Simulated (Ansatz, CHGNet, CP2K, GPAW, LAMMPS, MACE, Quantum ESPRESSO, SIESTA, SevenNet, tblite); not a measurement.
**Other levels on amorphous 35Lu2O3-65HfO2 (mol %) (63 atoms)**

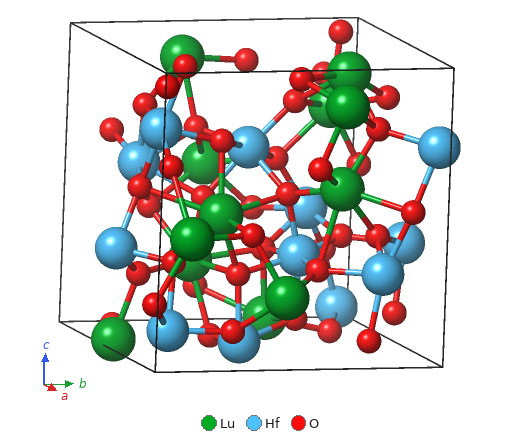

The cell (lutetium green, hafnium blue, oxygen red). Bonds to atoms that aren't drawn are left out. Some periodic images of atoms are drawn too.

Density of this cell: 8.86 g/cm³. The cell holds 63 atoms: 12 Lu, 11 Hf and 40 O. Its edges and angles: a = 9.589 Å, b = 9.589 Å, c = 9.589 Å, α = 90.0°, β = 90.0°, γ = 90.0°. 63 atoms (12 Er, 11 Zr, 40 O) placed at random at 6.84 g/cm³, melted at 5000 K for 10 ps at fixed volume with the Morse and Coulomb pair potential with partial charges (Pedone, Malavasi, Menziani, Cormack and Segre, J. Phys. Chem. B 110, 11780 (2006)). Quenched from 5000 K to 300 K at 10 K/ps and fixed volume, held 10 ps at zero pressure, then minimised at fixed cell. Then Er was replaced by Lu, Zr was replaced by Hf and the cell scaled by 1.003 (the potential has no terms for the new elements, so the cell is a start for a DFT relaxation).

Geometry: as built.

The reference, a calculation:

```
method                                           : Kohn-Sham DFT, PBE, SSSP efficiency 1.3.0 pseudopotentials, plane waves (Quantum ESPRESSO 7.5); sssp-pbe-1.3.0-efficiency, cutoffs 60/480 Ry, Γ point
r.m.s. force component                           : 0.3522 eV/Å
longest force                                    : 1.396 eV/Å
pressure                                         : -7.721 GPa
gap (highest filled to lowest empty level) : 3.332 eV
time                                             : 4.1 min on 4 MPI ranks of Arm Neoverse V1, shared host
CPU time                                         : 16 min
```

Q: Estimate the differences from the reference, the CPU time and the memory of each run.
- CHGNet 0.3.0 potential (CHGNet 0.3.0; 1 thread)
- CP2K PBE, DZVP-MOLOPT-SR, 600/50 Ry, TRS4 filter 1e-04, SCF 1e-05 (CP2K 2026.2; 4 MPI ranks)
- SIESTA PBE, DZ, shift 0.01 Ry, mesh 500 Ry (SIESTA 5.4.2; 2 MPI ranks)
- MACE MPA-0 medium potential (MACE MPA-0 medium; 1 thread)
- SIESTA PBEsol, DZP, shift 0.01 Ry, mesh 500 Ry (SIESTA 5.4.2; 2 MPI ranks)
- CP2K PBE, DZVP-MOLOPT-SR, 210/50 Ry, diagonalisation (CP2K 2026.2; 2 threads)
- SIESTA PBE, DZP, shift 0.01 Ry, mesh 500 Ry (SIESTA 5.4.2; 2 MPI ranks)
- SIESTA PBE, DZP, shift 0.01 Ry, mesh 200 Ry (SIESTA 5.4.2; 2 MPI ranks)
- tblite GFN1-xTB (tblite 0.8.0; 1 thread)
- CP2K PBE, DZVP-MOLOPT-SR, 600/50 Ry, diagonalisation (CP2K 2026.2; 4 MPI ranks)

Differences are against the plane-wave reference, forces as r.m.s. over components; share is that over the reference's r.m.s. force, slope the least-squares factor from reference forces to these. Total energies of different programs have different zeros and aren't compared.

| run | Δ force, r.m.s. (meV/Å) | share (%) | slope | Δ pressure (GPa) | Δ gap (eV) | cores | CPU time | memory (GiB) |
| --- | --- | --- | --- | --- | --- | --- | --- | --- |
| reference | - | - | - | - | - | 4 | 16 min | 5.8 |
| CHGNet 0.3.0 potential | 136 | 38.7 | 0.925 | -2.46 | - | 1 | 3.7 s | 1 |
| CP2K PBE, DZVP-MOLOPT-SR, 600/50 Ry, TRS4 filter 1e-04, SCF 1e-05 (coarse) | 379 | 107 | 0.923 | -0.660 | - | 4 | 7.4 min | 4.0 |
| SIESTA PBE, DZ, shift 0.01 Ry, mesh 500 Ry (coarse) | 124 | 35.3 | 1.157 | -4.10 | -0.0835 | 2 | 4.5 min | 1.8 |
| MACE MPA-0 medium potential | 113 | 32.1 | 0.959 | -1.88 | - | 1 | 7.4 s | 0.96 |
| SIESTA PBEsol, DZP, shift 0.01 Ry, mesh 500 Ry | 110 | 31.1 | 1.129 | -6.68 | -0.124 | 2 | 7.8 min | 2.4 |
| CP2K PBE, DZVP-MOLOPT-SR, 210/50 Ry, diagonalisation (coarse) | 2130 | 605 | 1.511 | 2.14 | -0.0723 | 2 | 10 min | 1.7 |
| SIESTA PBE, DZP, shift 0.01 Ry, mesh 500 Ry | 122 | 34.5 | 1.151 | -0.692 | -0.0439 | 2 | 7.8 min | 2.4 |
| SIESTA PBE, DZP, shift 0.01 Ry, mesh 200 Ry | 122 | 34.5 | 1.151 | -0.657 | -0.0438 | 2 | 2.7 min | 1 |
| tblite GFN1-xTB | 375 | 106 | 0.296 | 10.4 | - | 1 | 3.5 s | 0.13 |
| CP2K PBE, DZVP-MOLOPT-SR, 600/50 Ry, diagonalisation | 240 | 68.1 | 0.979 | -2.05 | -0.0163 | 4 | 11 min | 5.7 |

Rows marked coarse were listed beforehand as settings not expected to be converged; some can still land near the reference.

Times of the machine-learned potentials are mostly Python's start and the loading of weights.

CPU time is summed over cores on a shared host, where runs went side by side, so it is rough. Symmetry, cutoffs, thresholds, outputs and thread counts weren't matched or tuned between programs; memory under MPI is the largest rank's times the ranks.

The PBE runs in local orbitals, coarse settings apart, differ by 34 % (SIESTA PBE, DZP, shift 0.01 Ry, mesh 500 Ry) to 68 % (CP2K PBE, DZVP-MOLOPT-SR, 600/50 Ry, diagonalisation); basis, grid and potentials can all enter. Tight binding differs by 106 % (tblite GFN1-xTB); it is another model, with fitted parameters of its own, and the xTB methods hold dispersion. Machine-learned potentials differ by 32 % (MACE MPA-0 medium potential) to 39 % (CHGNet 0.3.0 potential); they were trained on other programs' data. Rows with another functional or a dispersion term differ by 31 % (SIESTA PBEsol, DZP, shift 0.01 Ry, mesh 500 Ry), which mixes the change of model with differences of basis and potentials. Periodic xTB results under one method name differ between programs and library versions. Machine-learned potentials mimic data converged in k, so the reference's own k-point error enters their differences. The network of bonds at the start is that of the classical potential that made the cell, and needn't be the one that DFT or experiment would give. The electronic-structure runs sample only Γ, in a cell whose shortest periodic width is 10 Å.

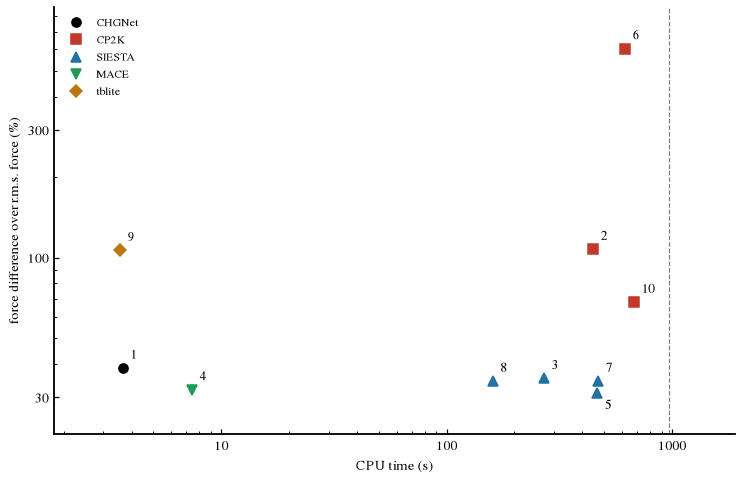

Force difference against CPU time; the dashed line marks the reference's time. Points: 1 CHGNet 0.3.0 potential; 2 CP2K PBE, DZVP-MOLOPT-SR, 600/50 Ry, TRS4 filter 1e-04, SCF 1e-05; 3 SIESTA PBE, DZ, shift 0.01 Ry, mesh 500 Ry; 4 MACE MPA-0 medium potential; 5 SIESTA PBEsol, DZP, shift 0.01 Ry, mesh 500 Ry; 6 CP2K PBE, DZVP-MOLOPT-SR, 210/50 Ry, diagonalisation; 7 SIESTA PBE, DZP, shift 0.01 Ry, mesh 500 Ry; 8 SIESTA PBE, DZP, shift 0.01 Ry, mesh 200 Ry; 9 tblite GFN1-xTB; 10 CP2K PBE, DZVP-MOLOPT-SR, 600/50 Ry, diagonalisation.

[Logs are printed without paths, hosts, clocks, repeated set-up lines and the standing remarks that a program may print on its own settings, such as how far it seeks lower states.]

[Hosts, paths, dates, database ids (printed as entryN), source tags and the programs' standing remarks are cut or masked in the printed files.]
